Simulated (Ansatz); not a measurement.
The structure in question:

```cif
data_structure
_symmetry_space_group_name_H-M 'P 1'
_symmetry_Int_Tables_number 1
_cell_length_a 2.4559
_cell_length_b 2.4559
_cell_length_c 3.9680
_cell_angle_alpha 90.000
_cell_angle_beta 90.000
_cell_angle_gamma 120.000
_cell_volume 20.73
loop_
_atom_site_label
_atom_site_type_symbol
_atom_site_fract_x
_atom_site_fract_y
_atom_site_fract_z
_atom_site_occupancy
Co1 Co 0.33333 0.66667 0.25000 1
Co2 Co 0.66667 0.33333 0.75000 1
```

Question: Give a crystallographic description of this input.

Answer: The element is cobalt. The atoms follow space group P6_3/mmc (No. 194); the Bravais lattice is primitive hexagonal. Its structure type: hexagonal close-packed (Mg type). The cell holds two atoms. Around each Co lie twelve Co in an anticuboctahedral arrangement at 2.44 to 2.46 Å. The bonds build a three-dimensional framework.

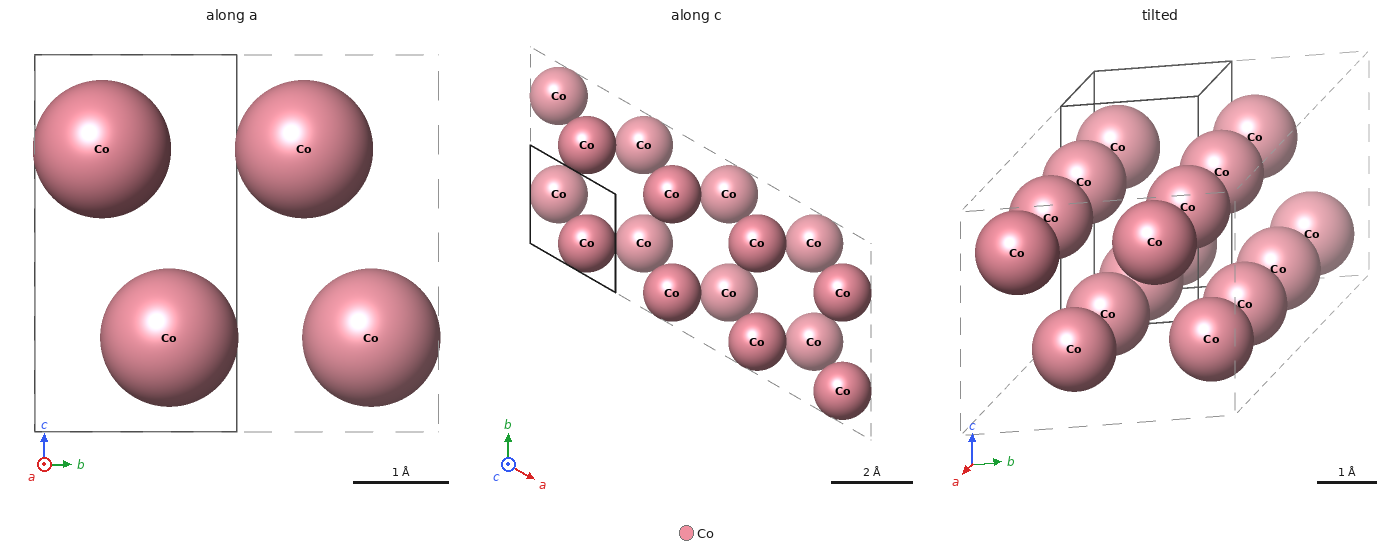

Drawn in the spheres-only manner and seen along the a axis, along the c axis and slightly off an axis. Shown are 4×2×1 repeats of the conventional unit cell, one of them outlined in solid lines. Colours: cobalt pink.

The structure was taken from a structure listed in the Materials Project. Earlier steps of the study may have refined or changed the cell and positions. It went into a calculation with Ansatz.
